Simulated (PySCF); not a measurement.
```json
{"atom": "C", "x (Å)": "-3.8262", "y (Å)": "0.0683", "z (Å)": "-0.2758"}
{"atom": "C", "x (Å)": "-2.3882", "y (Å)": "-0.2317", "z (Å)": "-0.6682"}
{"atom": "C", "x (Å)": "-1.4004", "y (Å)": "0.8148", "z (Å)": "-0.1656"}
{"atom": "C", "x (Å)": "0.0438", "y (Å)": "0.6040", "z (Å)": "-0.6098"}
{"atom": "C", "x (Å)": "0.6937", "y (Å)": "-0.6636", "z (Å)": "-0.0641"}
{"atom": "C", "x (Å)": "2.1450", "y (Å)": "-0.8624", "z (Å)": "-0.4879"}
{"atom": "C", "x (Å)": "3.1253", "y (Å)": "0.1358", "z (Å)": "0.1091"}
{"atom": "O", "x (Å)": "4.4460", "y (Å)": "-0.0802", "z (Å)": "-0.3085"}
{"atom": "H", "x (Å)": "-4.5183", "y (Å)": "-0.7056", "z (Å)": "-0.6410"}
{"atom": "H", "x (Å)": "-4.1604", "y (Å)": "1.0345", "z (Å)": "-0.6870"}
{"atom": "H", "x (Å)": "-3.9375", "y (Å)": "0.1234", "z (Å)": "0.8192"}
{"atom": "H", "x (Å)": "-2.1076", "y (Å)": "-1.2275", "z (Å)": "-0.2854"}
{"atom": "H", "x (Å)": "-2.3094", "y (Å)": "-0.3014", "z (Å)": "-1.7680"}
{"atom": "H", "x (Å)": "-1.7363", "y (Å)": "1.8093", "z (Å)": "-0.5078"}
{"atom": "H", "x (Å)": "-1.4412", "y (Å)": "0.8517", "z (Å)": "0.9387"}
{"atom": "H", "x (Å)": "0.0875", "y (Å)": "0.5844", "z (Å)": "-1.7142"}
{"atom": "H", "x (Å)": "0.6353", "y (Å)": "1.4829", "z (Å)": "-0.3040"}
{"atom": "H", "x (Å)": "0.6307", "y (Å)": "-0.6565", "z (Å)": "1.0401"}
{"atom": "H", "x (Å)": "0.1117", "y (Å)": "-1.5413", "z (Å)": "-0.3881"}
{"atom": "H", "x (Å)": "2.4688", "y (Å)": "-1.8780", "z (Å)": "-0.1941"}
{"atom": "H", "x (Å)": "2.2325", "y (Å)": "-0.8204", "z (Å)": "-1.5874"}
{"atom": "H", "x (Å)": "3.0345", "y (Å)": "0.1200", "z (Å)": "1.2163"}
{"atom": "H", "x (Å)": "2.8708", "y (Å)": "1.1597", "z (Å)": "-0.2063"}
{"atom": "H", "x (Å)": "4.6862", "y (Å)": "-0.9816", "z (Å)": "-0.0703"}
```

Geometry: PBE0-D3(BJ)/def2-SVP.

Method: PySCF, PBE0/pcSseg-1, SCF density, gas phase, non-relativistic.

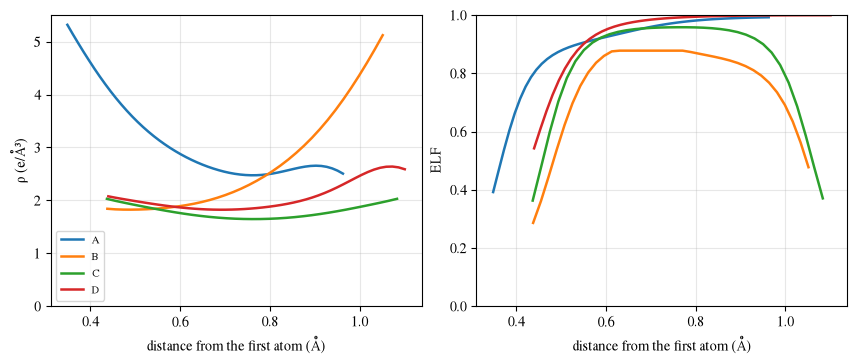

C₇H₁₆O (SMILES CCCCCCCO). Electron density and ELF along straight lines between neighbouring atoms. The curves leave out the atomic cores.

### Which curve belongs to which contact (C–C, C–H, C–O and O–H)? The first atom named is at distance zero.

Curve A: O–H (0.96 Å): ρ is about 3.7 e/Å³ halfway; the ELF climbs to about 1 towards the hydrogen, as it does in any bond to H (a covalent bond by its length). Curve B: C–O (1.40 Å): ρ is about 2.1 e/Å³ halfway, with its minimum of 1.8 e/Å³ about 0.5 Å from C; the ELF peaks at about 0.90 between the atoms (a shared but strongly polarised pair). Curve C: C–C (1.52 Å): ρ at the midpoint is about 1.6 e/Å³; the ELF peaks at about 0.95 between the atoms; a shared electron pair. Curve D: C–H (1.10 Å): the density is about 1.9 e/Å³ at the midpoint; the ELF climbs to about 1 towards the hydrogen; an ordinary covalent bond to hydrogen.
